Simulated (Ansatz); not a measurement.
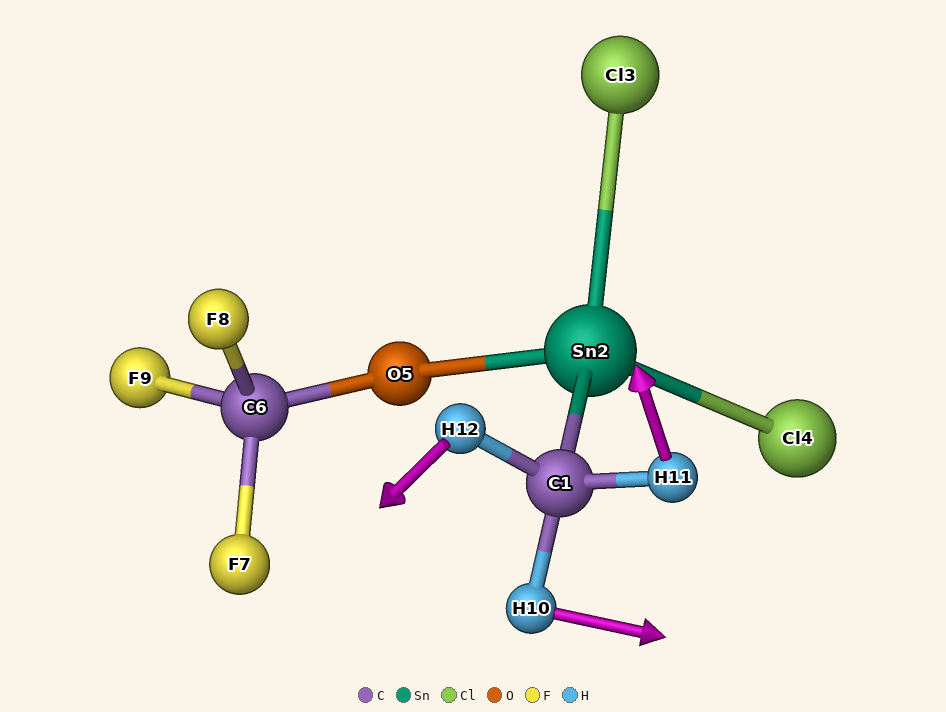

The arrows show one normal mode. Harmonic vibrations computed with RKS PBE0-D4/def2-TZVP, core potentials on Sn (Ansatz 0.2.0) at a stationary point of the same level.

Q: What kind of motion is it?

A: A torsion or out-of-plane motion in which bond lengths and bond angles hardly change.

Q: At what wavenumber does it lie?

A: 64 cm⁻¹; it is mode 3 of 30 counted from the lowest.
